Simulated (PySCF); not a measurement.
## C3H5FOSi: one change and its effect

System: C3H5FOSi.
Method of run 1: GIAO HF/pcSseg-2 NMR shielding, non-relativistic, gas phase (PySCF 2.14.0).

The geometry comes from this level: PBE0-D3(BJ)/def2-SVP. Text and figures count atoms from 1; the logs count them from 0 in places.

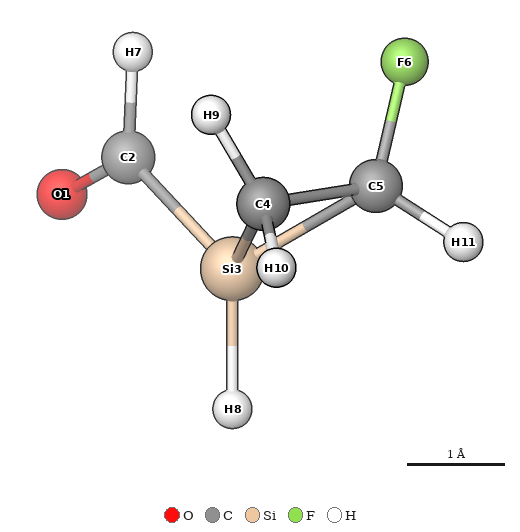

Fig. 1: The input geometry (ball-and-stick view, seen at a tilt; atoms are numbered from 1 in the order of the input). Bond lengths as drawn: C–C 1.51 Å, C–F 1.36 Å, C–H 1.10 to 1.13 Å, C–O 1.20 Å, C–Si 1.88 to 1.90 Å and H–Si 1.48 Å.

## The input, run 1
```
{"job": {"kind": "nmr", "xc": "HF", "basis": "pcSseg-2", "pop": false}, "charge": 0, "multiplicity": 1}
O      2.983054     0.674709     0.475442
C      1.908824     0.137028     0.569187
Si     0.382272     0.658279    -0.441162
C     -1.244113     0.230725     0.404140
C     -0.874533    -0.729374    -0.696132
F     -0.567177    -1.999158    -0.306888
H      1.751126    -0.728517     1.271103
H      0.501780     1.789040    -1.391385
H     -1.144865    -0.175312     1.418639
H     -2.144440     0.840917     0.272022
H     -1.514151    -0.723647    -1.589082
```

The first line tells a small driver script what to run in PySCF; the rest is the geometry in Å.

Command:
```bash
OMP_NUM_THREADS=1 python <driver script> task.json out
```

Hardware: 1 CPU thread, shared host.

## Output (run 1)
```
final grid: 95224 points
cycle   1  E = -579.5915604299  dE =  1.101e+00  |g| = 8.613e-01  |ddm| = 2.388e+00
cycle   2  E = -579.6902460870  dE = -9.869e-02  |g| = 7.113e-01  |ddm| = 8.428e-01
cycle   3  E = -579.7793011458  dE = -8.906e-02  |g| = 8.811e-02  |ddm| = 4.284e-01
cycle   4  E = -579.7829862318  dE = -3.685e-03  |g| = 4.019e-02  |ddm| = 1.498e-01
cycle   5  E = -579.7836258717  dE = -6.396e-04  |g| = 1.399e-02  |ddm| = 5.925e-02
cycle   6  E = -579.7837648638  dE = -1.390e-04  |g| = 7.005e-03  |ddm| = 3.068e-02
cycle   7  E = -579.7838021221  dE = -3.726e-05  |g| = 2.355e-03  |ddm| = 1.975e-02
cycle   8  E = -579.7838055613  dE = -3.439e-06  |g| = 7.634e-04  |ddm| = 5.163e-03
cycle   9  E = -579.7838059768  dE = -4.155e-07  |g| = 2.633e-04  |ddm| = 1.473e-03
cycle  10  E = -579.7838060538  dE = -7.695e-08  |g| = 1.167e-04  |ddm| = 5.735e-04
cycle  11  E = -579.7838060723  dE = -1.852e-08  |g| = 6.203e-05  |ddm| = 2.764e-04
cycle  12  E = -579.7838060792  dE = -6.910e-09  |g| = 3.704e-05  |ddm| = 1.743e-04
cycle  13  E = -579.7838060816  dE = -2.399e-09  |g| = 1.493e-05  |ddm| = 1.233e-04
cycle  14  E = -579.7838060820  dE = -3.959e-10  |g| = 6.163e-06  |ddm| = 6.620e-05
converged SCF energy = -579.7838060820

GIAO shielding tensors (ppm)
atom      isotropic    diamagn.    paramagn.     s11        s22        s33       span
  0 O     -594.139     389.709    -983.849  -1611.428   -606.806    435.816   2047.245
  1 C      -47.935     250.065    -298.000   -179.151    -74.300    109.647    288.798
  2 Si     506.908     877.647    -370.740    389.720    412.388    718.615    328.895
  3 C      190.662     252.638     -61.975    158.629    196.417    216.941     58.312
  4 C      125.945     242.996    -117.051     65.112    101.618    211.105    145.993
  5 F      458.629     468.589      -9.960    415.741    437.705    522.440    106.699
  6 H       20.710      28.863      -8.153     14.270     20.740     27.121     12.850
  7 H       28.495      29.605      -1.110     23.864     26.150     35.471     11.607
  8 H       30.159      31.318      -1.159     25.787     26.777     37.913     12.126
  9 H       30.420      30.166       0.254     25.391     26.039     39.829     14.438
 10 H       26.856      29.820      -2.964     23.040     26.526     31.002      7.962
```

Run 2 used a changed input.

## The two runs side by side

```tsv
quantity	run 1	run 2
outcome	converged	converged
total energy (hartree)	−579.783806	−581.886572
HOMO (eV)	−9.93	−5.67
LUMO (eV)	1.75	−2.77
dipole moment (D)	2.91	2.83
shielding of O1 (ppm)	−594.1	−541.4
shielding of C2 (ppm)	−47.9	−67.7
shielding of Si3 (ppm)	506.9	447.9
shielding of C4 (ppm)	190.7	165.4
shielding of C5 (ppm)	125.9	88.0
shielding of F6 (ppm)	458.6	395.9
shielding of H7 (ppm)	20.7	19.4
SCF iterations	14	17
basis functions	293	293
wall time (shared host)	36 s	77 s
```

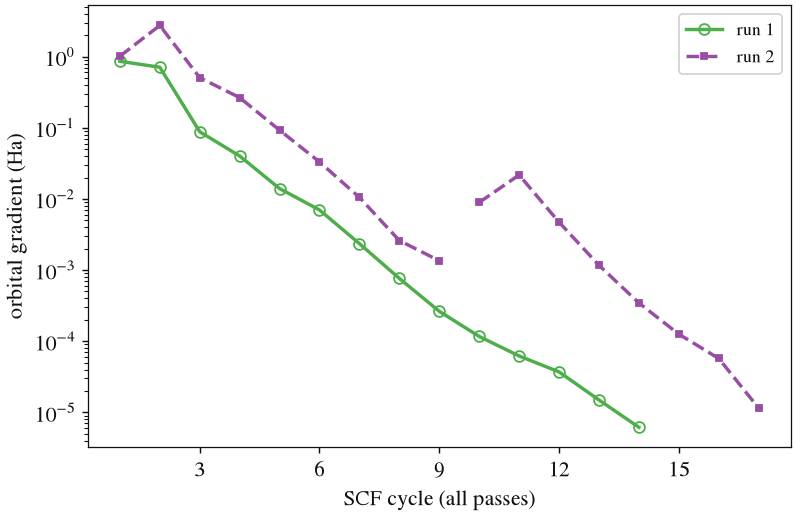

Fig. 2: Convergence of the two runs: orbital gradient against the SCF cycle. A break in a curve parts two SCF passes (coarse and final grid). Run 1 takes 14 cycles in all, and run 2 takes 17.

Which change of the input explains these differences?

The change (lines with − go, lines with + come):
```diff
-"xc": "HF"
+"xc": "BLYP"
```

The total energies belong to different methods, so their difference says nothing on which is more stable or more accurate. The HOMO goes from −9.93 to −5.67 eV. The LUMO goes from 1.75 to −2.77 eV. The dipole moment goes from 2.91 to 2.83 D. Of all shieldings, the largest change is that of F6, by −62.7 ppm. The method changes from HF to BLYP. Exact exchange removes part of the self-interaction error of semilocal functionals, which pushes filled and empty levels apart. The SCF takes 17 iterations against 14.

## Output (run 2)
```
coarse grid: 10160 points
cycle   1  E = -581.6835697172  dE =  7.348e-01  |g| = 1.016e+00  |ddm| = 2.435e+00
cycle   2  E = -580.1929760631  dE =  1.491e+00  |g| = 2.748e+00  |ddm| = 6.466e+00
cycle   3  E = -581.8159176307  dE = -1.623e+00  |g| = 5.070e-01  |ddm| = 6.158e+00
cycle   4  E = -581.8626953869  dE = -4.678e-02  |g| = 2.660e-01  |ddm| = 6.420e-01
cycle   5  E = -581.8784781866  dE = -1.578e-02  |g| = 9.258e-02  |ddm| = 3.105e-01
cycle   6  E = -581.8806591171  dE = -2.181e-03  |g| = 3.316e-02  |ddm| = 1.177e-01
cycle   7  E = -581.8809441613  dE = -2.850e-04  |g| = 1.051e-02  |ddm| = 3.756e-02
cycle   8  E = -581.8809669419  dE = -2.278e-05  |g| = 2.603e-03  |ddm| = 1.109e-02
cycle   9  E = -581.8809679011  dE = -9.592e-07  |g| = 1.352e-03  |ddm| = 2.703e-03
final grid: 95224 points
cycle  10  E = -581.8865556862  dE = -8.015e-05  |g| = 8.932e-03  |ddm| = 4.113e-02
cycle  11  E = -581.8864754140  dE =  8.027e-05  |g| = 2.173e-02  |ddm| = 1.725e-02
cycle  12  E = -581.8865668586  dE = -9.144e-05  |g| = 4.717e-03  |ddm| = 1.602e-02
cycle  13  E = -581.8865713759  dE = -4.517e-06  |g| = 1.169e-03  |ddm| = 4.989e-03
cycle  14  E = -581.8865715628  dE = -1.868e-07  |g| = 3.451e-04  |ddm| = 8.589e-04
cycle  15  E = -581.8865715881  dE = -2.530e-08  |g| = 1.256e-04  |ddm| = 4.122e-04
cycle  16  E = -581.8865715915  dE = -3.445e-09  |g| = 5.723e-05  |ddm| = 1.554e-04
cycle  17  E = -581.8865715924  dE = -8.818e-10  |g| = 1.148e-05  |ddm| = 6.112e-05
converged SCF energy = -581.8865715924

GIAO shielding tensors (ppm)
atom      isotropic    diamagn.    paramagn.     s11        s22        s33       span
  0 O     -541.372     388.104    -929.476  -1491.431   -515.147    382.460   1873.891
  1 C      -67.703     247.757    -315.460   -195.045    -76.424     68.361    263.406
  2 Si     447.936     880.247    -432.311    316.875    357.570    669.362    352.488
  3 C      165.364     251.355     -85.990    136.343    172.176    187.575     51.231
  4 C       87.988     241.595    -153.607     21.280     66.079    176.604    155.324
  5 F      395.881     469.786     -73.904    361.194    391.289    435.161     73.966
  6 H       19.408      28.766      -9.358     12.817     19.377     26.030     13.213
  7 H       28.222      29.855      -1.633     24.207     25.511     34.949     10.742
  8 H       29.543      31.110      -1.567     26.214     26.555     35.859      9.645
  9 H       29.785      29.982      -0.196     25.456     25.971     37.929     12.472
 10 H       25.809      29.418      -3.609     22.501     25.935     28.990      6.489
```
